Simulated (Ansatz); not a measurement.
**CH$_{2}$NSn (SMILES N#[C][SnH2]) (doublet): density, localisation and related maps**

The calculation's input:

```
crystal:
  periodic: [false, false, false]
  atoms:
    - { symbol: "N", position_ang: [0.8619, -1.582, 1.7176] }
    - { symbol: C, position_ang: [0.5224, -0.8831, 0.7967] }
    - { symbol: Sn, position_ang: [-0.0267, 0.3097, -0.8594] }
    - { symbol: H, position_ang: [-1.6182, 0.0987, -1.2124] }
    - { symbol: H, position_ang: [0.3105, 1.9831, -0.4838] }
magnetization:
  spin_polarized: true
  initial_magnetization: 1
basis:
  gaussian: { orbitals: def2-SVP }
hamiltonian:
  xc: pbe0
relax:
  f_tol: 0.015
  max_steps: 40
output:
  orbitals: {}
```

Run with:

```sh
ansatz run input.yaml --threads 1 --pin off --max-ram 2048MiB --backend cpu --events-out ev --progress --plain --runs-dir out
```

The fields are those of the relaxed geometry.

Core potentials replace the inner electrons of Sn.

Computed with UKS PBE0/def2-SVP (Ansatz 0.2.0).

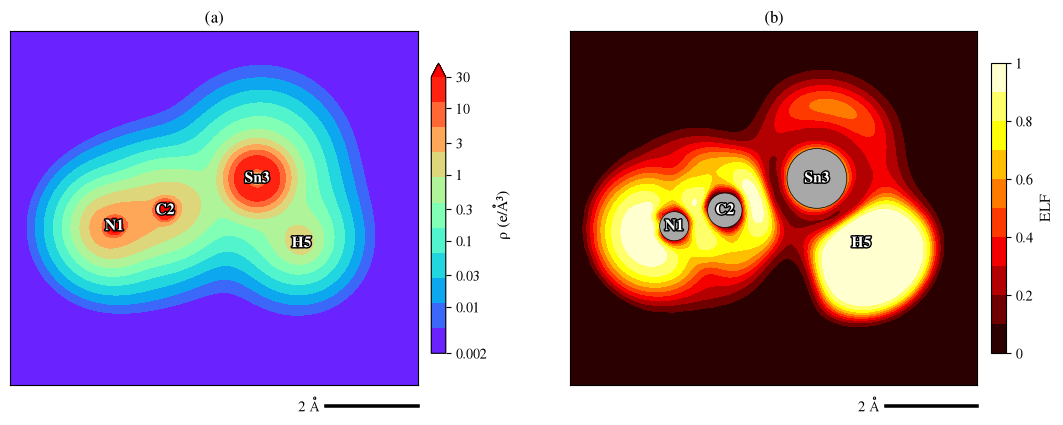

Figure 1. (a) electron density; (b) ELF on the plane of atoms C2, Sn3 and H5. Grey discs cover the atomic cores in the ELF map.

### Describe what can be read from this map.

The plane passes through N, C, Sn and H nuclei.
C–N (1.16 Å): ρ at the midpoint is about 3.5 e/Å³; the ELF peaks at about 0.85 between the atoms (a short, multiple covalent bond).
C–Sn (2.13 Å): ρ at the midpoint is about 0.64 e/Å³; the ELF peaks at about 0.95 in the valence shell of C, 0.7 Å from its nucleus, and drops to about 0.15 between the two atoms.
Sn–H (1.72 Å): ρ is about 1.1 e/Å³ halfway; the ELF climbs to about 1 towards the hydrogen.
The ELF also peaks beside N1, away from the bonds: non-bonding electrons, paired or unpaired.

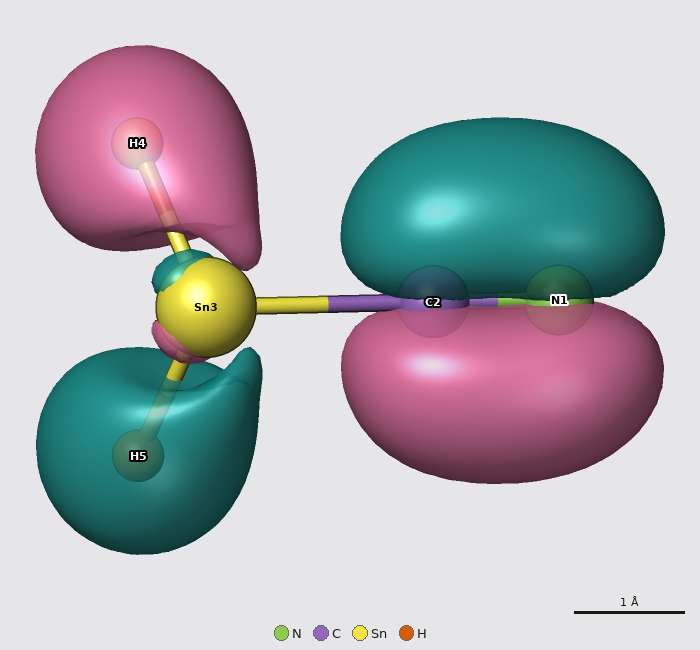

Figure 2. The HOMO−1 (α) at ±0.08 Å⁻³ᐟ² (teal and pink are the two phases), seen across its widest extent.

### What is the character of this orbital?

It lies mainly on N1 (about 40 %), C2 (about 30 %), Sn3 (about 10 %), H4 (about 10 %) and H5 (about 10 %); π-bonding across N1–C2. Its energy is −9.48 eV.
